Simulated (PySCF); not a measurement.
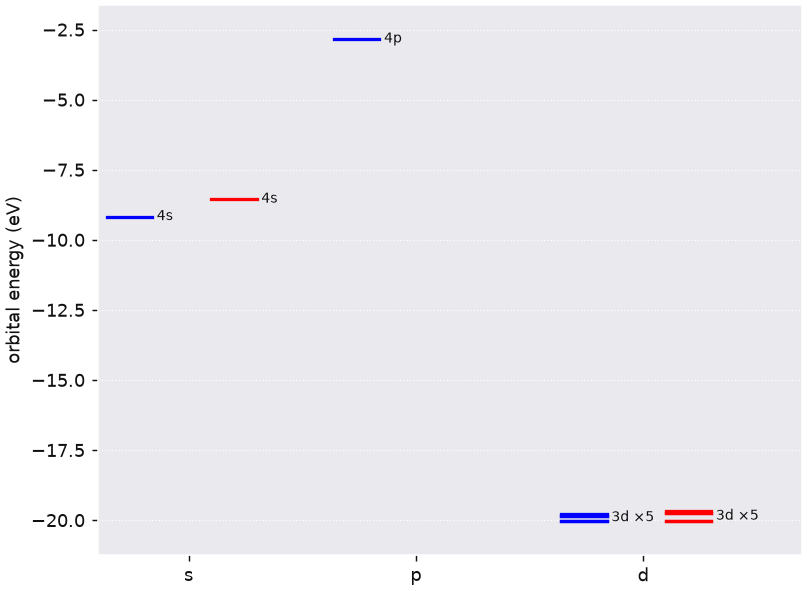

Fig. 1: Orbital energies of the mean field, from the top down to −20.0 eV, by angular momentum, α spin at the left of each column and β at the right; ×n counts the orbitals under one label. The highest filled orbital is 4p α at −2.84 eV, the lowest empty one p α at 52.2 eV.

## Atomic calculation for Ga

- system: Ga, configuration 1s2 2s2 2p6 3s2 3p6 3d10 4s2 4p1, multiplicity 2.
- method: unrestricted M06-L, cc-pVDZ-DK, spin-free X2C-1e, Gaussian nucleus (PySCF)

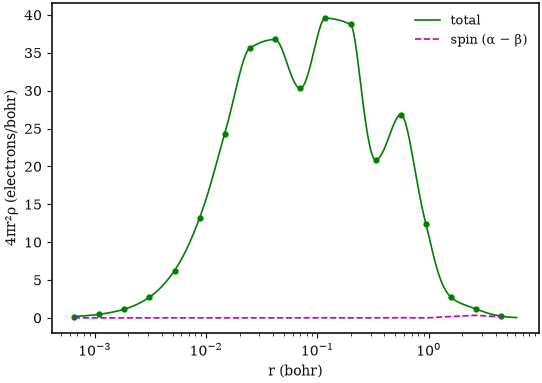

Fig. 2: Spherically averaged radial density 4πr²ρ of the mean field and its spin part; markers are the stored points, which are sparse, and the line is a monotone interpolation between them. The largest stored value is 39.6 electrons/bohr at r = 0.12 bohr. Root-mean-square radii of the shells: 2s 0.236, 3s 0.698, 3p 0.736, 3d 0.922, 4s 2.55, 4p 3.59 bohr.

Input and output of the run follow.

## Input file
```python
from pyscf import gto, scf, dft, mp, cc
import basis_set_exchange as bse
mol = gto.M(atom="Ga 0 0 0", charge=0, spin=1, symmetry="D2h",
            basis=gto.basis.parse(bse.get_basis("cc-pVDZ-DK", elements=["Ga"], fmt="nwchem", header=False)),
            nucmod="G")
mf = dft.UKS(mol, xc="M06L").sfx2c1e()
mf.irrep_nelec = {'Ag': (6, 6), 'B1g': (1, 1), 'B2g': (1, 1), 'B3g': (1, 1), 'B1u': (2, 2), 'B2u': (3, 2), 'B3u': (2, 2)}
mf.kernel()
```

The script is an equivalent of what the driver set up; the driver computed the properties (radii, ⟨L²⟩, response) afterwards. It also set what the script leaves out: max_cycle = 50, level_shift = 2.0, guess = minao. It held the occupations shell by shell, which the script's counts by irreducible representation don't always enforce.

Launched within a batch (the task file carries these settings):
```bash
OMP_NUM_THREADS=1 python <driver script> TASK.json OUT
```

## Output (extracts)
```
damping factor = 0
level_shift factor = 2.0
DIIS = <class 'pyscf.scf.diis.CDIIS'>
diis_start_cycle = 1
diis_space = 10
diis_damp = 0
SCF conv_tol = 1e-09
SCF conv_tol_grad = None
number electrons alpha = 16  beta = 15
irrep_nelec {'Ag': (6, 6), 'B1g': (1, 1), 'B2g': (1, 1), 'B3g': (1, 1), 'B1u': (2, 2), 'B2u': (3, 2), 'B3u': (2, 2)}
XC functionals = M06L
    Y. Zhao and D. G. Truhlar.,  J. Chem. Phys. 125, 194101 (2006)
    Y. Zhao and D. G. Truhlar.,  J. Chem. Phys. 125, 194101 (2006)
    Y. Zhao and D. G. Truhlar.,  Theor. Chem. Acc. 120, 215 (2008)
alpha HOMO (B2u) = 1.59484162094176  LUMO (B1u) = 1.59484162096042

WARN: HOMO 1.59484162094176 >= LUMO 1.59484162094176

cycle= 1 E= -1943.6565464507  delta_E= -0.0245  |g|= 0.061  |ddm|= 1.25
alpha HOMO (B2u) = -0.0994687588660152  LUMO (B1u) = 1.9197627770654
  HOMO = -0.099468758866  LUMO = 1.91976277707  gap/eV = 54.94609
cycle= 2 E= -1943.6584070129  delta_E= -0.00186  |g|= 0.0338  |ddm|= 0.0661
alpha HOMO (B2u) = -0.10306901068361  LUMO (B1u) = 1.91737256733373
  HOMO = -0.103069010684  LUMO = 1.91737256733  gap/eV = 54.97902
cycle= 3 E= -1943.65896911904  delta_E= -0.000562  |g|= 0.0237  |ddm|= 0.0534
alpha HOMO (B2u) = -0.103187537430784  LUMO (B1u) = 1.91797880642109
  HOMO = -0.103187537431  LUMO = 1.91797880642  gap/eV = 54.99874
cycle= 4 E= -1943.65926977483  delta_E= -0.000301  |g|= 0.0171  |ddm|= 0.0429
alpha HOMO (B2u) = -0.103497164270302  LUMO (B1u) = 1.91862597812052
  HOMO = -0.10349716427  LUMO = 1.91862597812  gap/eV = 55.02477
cycle= 5 E= -1943.65943634656  delta_E= -0.000167  |g|= 0.0128  |ddm|= 0.0364
alpha HOMO (B2u) = -0.103654076037095  LUMO (B1u) = 1.91868675678401
  HOMO = -0.103654076037  LUMO = 1.91868675678  gap/eV = 55.03070
cycle= 6 E= -1943.65953615358  delta_E= -9.98e-05  |g|= 0.00969  |ddm|= 0.0306
alpha HOMO (B2u) = -0.103810513098251  LUMO (B1u) = 1.91859018995367
  HOMO = -0.103810513098  LUMO = 1.91859018995  gap/eV = 55.03233
cycle= 7 E= -1943.65959713973  delta_E= -6.1e-05  |g|= 0.00741  |ddm|= 0.0256
alpha HOMO (B2u) = -0.103931117328913  LUMO (B1u) = 1.91843195738678
  HOMO = -0.103931117329  LUMO = 1.91843195739  gap/eV = 55.03130
cycle= 8 E= -1943.65963509089  delta_E= -3.8e-05  |g|= 0.00581  |ddm|= 0.0214
alpha HOMO (B2u) = -0.104016676675266  LUMO (B1u) = 1.91834896915033
  HOMO = -0.104016676675  LUMO = 1.91834896915  gap/eV = 55.03137
cycle= 9 E= -1943.65965958064  delta_E= -2.45e-05  |g|= 0.00463  |ddm|= 0.0178
alpha HOMO (B2u) = -0.104077941431419  LUMO (B1u) = 1.91828252963334
  HOMO = -0.104077941431  LUMO = 1.91828252963  gap/eV = 55.03123
cycle= 10 E= -1943.65967568063  delta_E= -1.61e-05  |g|= 0.00373  |ddm|= 0.0148
alpha HOMO (B2u) = -0.104190826546782  LUMO (B1u) = 1.91815898790205
  HOMO = -0.104190826547  LUMO = 1.9181589879  gap/eV = 55.03094
cycle= 11 E= -1943.6596864087  delta_E= -1.07e-05  |g|= 0.00305  |ddm|= 0.0122
alpha HOMO (B2u) = -0.104198667305677  LUMO (B1u) = 1.91815596716988
  HOMO = -0.104198667306  LUMO = 1.91815596717  gap/eV = 55.03107
cycle= 12 E= -1943.65969371215  delta_E= -7.3e-06  |g|= 0.00252  |ddm|= 0.0102
alpha HOMO (B2u) = -0.1042264535734  LUMO (B1u) = 1.91813380552131
  HOMO = -0.104226453573  LUMO = 1.91813380552  gap/eV = 55.03123
cycle= 13 E= -1943.65969874797  delta_E= -5.04e-06  |g|= 0.00209  |ddm|= 0.00851
alpha HOMO (B2u) = -0.104227769579413  LUMO (B1u) = 1.9181356299063
  HOMO = -0.104227769579  LUMO = 1.91813562991  gap/eV = 55.03131
cycle= 14 E= -1943.65970225579  delta_E= -3.51e-06  |g|= 0.00175  |ddm|= 0.00711
alpha HOMO (B2u) = -0.104234771022939  LUMO (B1u) = 1.91813039729812
  HOMO = -0.104234771023  LUMO = 1.9181303973  gap/eV = 55.03136
cycle= 15 E= -1943.65970471951  delta_E= -2.46e-06  |g|= 0.00147  |ddm|= 0.00596
alpha HOMO (B2u) = -0.104237637165125  LUMO (B1u) = 1.9181291467708
  HOMO = -0.104237637165  LUMO = 1.91812914677  gap/eV = 55.03140
cycle= 16 E= -1943.65970646301  delta_E= -1.74e-06  |g|= 0.00124  |ddm|= 0.00501
alpha HOMO (B2u) = -0.104241820853694  LUMO (B1u) = 1.91812612010357
  HOMO = -0.104241820854  LUMO = 1.9181261201  gap/eV = 55.03143
cycle= 17 E= -1943.65970770381  delta_E= -1.24e-06  |g|= 0.00105  |ddm|= 0.00421
alpha HOMO (B2u) = -0.104243032610632  LUMO (B1u) = 1.91812602121972
  HOMO = -0.104243032611  LUMO = 1.91812602122  gap/eV = 55.03146
cycle= 18 E= -1943.65970859245  delta_E= -8.89e-07  |g|= 0.000889  |ddm|= 0.00355
alpha HOMO (B2u) = -0.104245997750658  LUMO (B1u) = 1.9181241377487
  HOMO = -0.104245997751  LUMO = 1.91812413775  gap/eV = 55.03149
cycle= 19 E= -1943.65970923137  delta_E= -6.39e-07  |g|= 0.000757  |ddm|= 0.003
alpha HOMO (B2u) = -0.104246628145467  LUMO (B1u) = 1.91812421779016
  HOMO = -0.104246628145  LUMO = 1.91812421779  gap/eV = 55.03151
cycle= 20 E= -1943.659709693  delta_E= -4.62e-07  |g|= 0.000646  |ddm|= 0.00254
alpha HOMO (B2u) = -0.104246560160417  LUMO (B1u) = 1.91812473687563
  HOMO = -0.10424656016  LUMO = 1.91812473688  gap/eV = 55.03153
cycle= 21 E= -1943.65971002778  delta_E= -3.35e-07  |g|= 0.000551  |ddm|= 0.00215
alpha HOMO (B2u) = -0.104246818296377  LUMO (B1u) = 1.91812477894116
  HOMO = -0.104246818296  LUMO = 1.91812477894  gap/eV = 55.03153
cycle= 22 E= -1943.65971027117  delta_E= -2.43e-07  |g|= 0.000472  |ddm|= 0.00183
alpha HOMO (B2u) = -0.104247419117649  LUMO (B1u) = 1.9181244894881
  HOMO = -0.104247419118  LUMO = 1.91812448949  gap/eV = 55.03154
cycle= 23 E= -1943.65971044847  delta_E= -1.77e-07  |g|= 0.000404  |ddm|= 0.00155
alpha HOMO (B2u) = -0.104248411687704  LUMO (B1u) = 1.91812393553395
  HOMO = -0.104248411688  LUMO = 1.91812393553  gap/eV = 55.03155
cycle= 24 E= -1943.6597105779  delta_E= -1.29e-07  |g|= 0.000346  |ddm|= 0.00132
alpha HOMO (B2u) = -0.104248508983051  LUMO (B1u) = 1.91812397641205
  HOMO = -0.104248508983  LUMO = 1.91812397641  gap/eV = 55.03156
cycle= 25 E= -1943.65971067259  delta_E= -9.47e-08  |g|= 0.000297  |ddm|= 0.00113
alpha HOMO (B2u) = -0.104248576197426  LUMO (B1u) = 1.91812395441138
  HOMO = -0.104248576197  LUMO = 1.91812395441  gap/eV = 55.03156
cycle= 26 E= -1943.65971074194  delta_E= -6.94e-08  |g|= 0.000255  |ddm|= 0.000961
alpha HOMO (B2u) = -0.104248879868845  LUMO (B1u) = 1.91812367723411
  HOMO = -0.104248879869  LUMO = 1.91812367723  gap/eV = 55.03156
cycle= 27 E= -1943.65971079279  delta_E= -5.08e-08  |g|= 0.000219  |ddm|= 0.00082
alpha HOMO (B2u) = -0.104248923535652  LUMO (B1u) = 1.91812366212057
  HOMO = -0.104248923536  LUMO = 1.91812366212  gap/eV = 55.03156
cycle= 28 E= -1943.65971083012  delta_E= -3.73e-08  |g|= 0.000188  |ddm|= 0.0007
alpha HOMO (B2u) = -0.10424898407781  LUMO (B1u) = 1.91812363707689
  HOMO = -0.104248984078  LUMO = 1.91812363708  gap/eV = 55.03156
cycle= 29 E= -1943.65971085756  delta_E= -2.74e-08  |g|= 0.000162  |ddm|= 0.000598
alpha HOMO (B2u) = -0.10424901091393  LUMO (B1u) = 1.91812364178011
  HOMO = -0.104249010914  LUMO = 1.91812364178  gap/eV = 55.03156
cycle= 30 E= -1943.65971087775  delta_E= -2.02e-08  |g|= 0.000139  |ddm|= 0.000512
alpha HOMO (B2u) = -0.104249052362804  LUMO (B1u) = 1.91812361394521
  HOMO = -0.104249052363  LUMO = 1.91812361395  gap/eV = 55.03156
cycle= 31 E= -1943.6597108926  delta_E= -1.49e-08  |g|= 0.00012  |ddm|= 0.000438
alpha HOMO (B2u) = -0.104249070608256  LUMO (B1u) = 1.91812360784098
  HOMO = -0.104249070608  LUMO = 1.91812360784  gap/eV = 55.03156
cycle= 32 E= -1943.65971090353  delta_E= -1.09e-08  |g|= 0.000103  |ddm|= 0.000375
alpha HOMO (B2u) = -0.104248990067397  LUMO (B1u) = 1.91812367952244
  HOMO = -0.104248990067  LUMO = 1.91812367952  gap/eV = 55.03156
cycle= 33 E= -1943.65971091159  delta_E= -8.06e-09  |g|= 8.85e-05  |ddm|= 0.000321
alpha HOMO (B2u) = -0.104249021824711  LUMO (B1u) = 1.91812367201979
  HOMO = -0.104249021825  LUMO = 1.91812367202  gap/eV = 55.03156
cycle= 34 E= -1943.65971091752  delta_E= -5.94e-09  |g|= 7.61e-05  |ddm|= 0.000275
alpha HOMO (B2u) = -0.10424908836185  LUMO (B1u) = 1.91812362121312
  HOMO = -0.104249088362  LUMO = 1.91812362121  gap/eV = 55.03156
cycle= 35 E= -1943.6597109219  delta_E= -4.37e-09  |g|= 6.55e-05  |ddm|= 0.000236
alpha HOMO (B2u) = -0.104249100327446  LUMO (B1u) = 1.91812362927981
  HOMO = -0.104249100327  LUMO = 1.91812362928  gap/eV = 55.03157
cycle= 36 E= -1943.65971092512  delta_E= -3.22e-09  |g|= 5.63e-05  |ddm|= 0.000202
alpha HOMO (B2u) = -0.104249066634545  LUMO (B1u) = 1.91812360919278
  HOMO = -0.104249066635  LUMO = 1.91812360919  gap/eV = 55.03156
cycle= 37 E= -1943.6597109275  delta_E= -2.38e-09  |g|= 4.84e-05  |ddm|= 0.000173
alpha HOMO (B2u) = -0.104249072433319  LUMO (B1u) = 1.91812363416158
  HOMO = -0.104249072433  LUMO = 1.91812363416  gap/eV = 55.03156
cycle= 38 E= -1943.65971092925  delta_E= -1.75e-09  |g|= 4.16e-05  |ddm|= 0.000149
alpha HOMO (B2u) = -0.104249088152687  LUMO (B1u) = 1.91812362180922
  HOMO = -0.104249088153  LUMO = 1.91812362181  gap/eV = 55.03156
cycle= 39 E= -1943.65971093054  delta_E= -1.29e-09  |g|= 3.58e-05  |ddm|= 0.000127
alpha HOMO (B2u) = -0.104249109402391  LUMO (B1u) = 1.918123
```

## Summary

- outcome: converged
- total energy: −1943.6597 hartree
- ⟨S²⟩: 0.752
- ⟨L²⟩: 2.01
- SCF iterations: 40
- hardware: 1 thread of Arm Neoverse V1, 23 GiB of memory available, shared host
- wall time: 3.3 s

## Notes

To bear in mind: level shift left on, which raises the virtual orbital energies.
